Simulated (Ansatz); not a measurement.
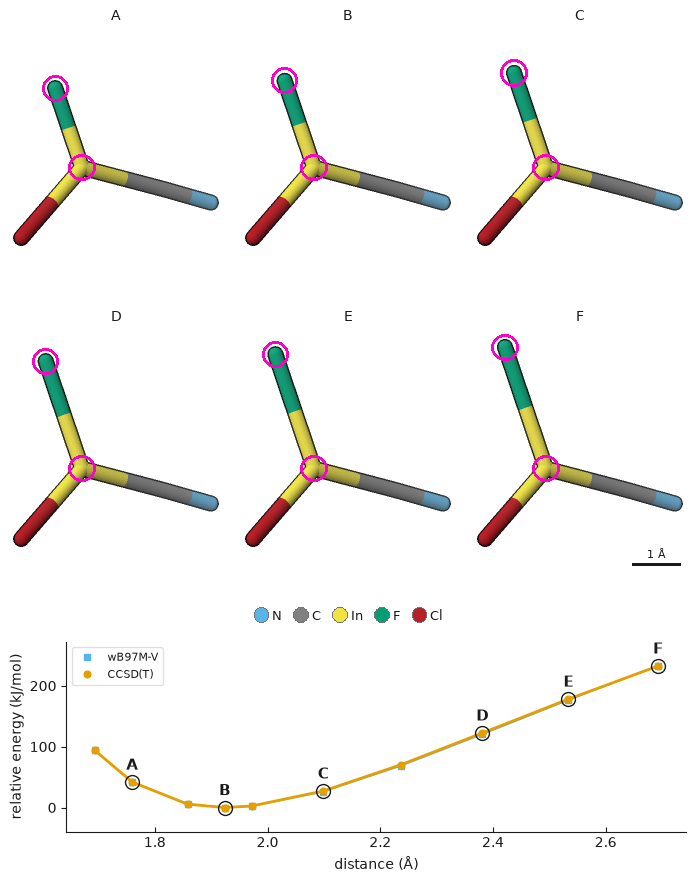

Energy scan for InCNClF, in which the In–F bond length is varied, with the rest of the molecule carried along rigidly. The lettered frames are marked on the plot, at the values of CCSD(T). A stick model, seen at a tilt. The ringed atoms are those of the scanned coordinate.

Single-point energies from Ansatz with CCSD(T), wB97M-V in the def2-TZVPP basis, on geometries moved rigidly from the minimum at PBE0-D4/def2-TZVP. Coupled cluster with a frozen core. Elements past krypton carry the basis set's effective core potentials. Energies are counted from the PBE0-D4/def2-TZVP minimum geometry at the same level.

Read off the main features of the energy profile.

With CCSD(T): of the computed points the lowest is at the distance 1.924 Å, 0.0 kJ/mol. The curvature at the lowest point is about 26 eV/Å² (4.1 mdyn/Å). The well is steeper on the short side, as for any bond. At 2.693 Å the levels give CCSD(T) 232.3 kJ/mol, wB97M-V 232.7 kJ/mol. The T1 diagnostic reaches 0.024, so the single-reference result is less sure there.
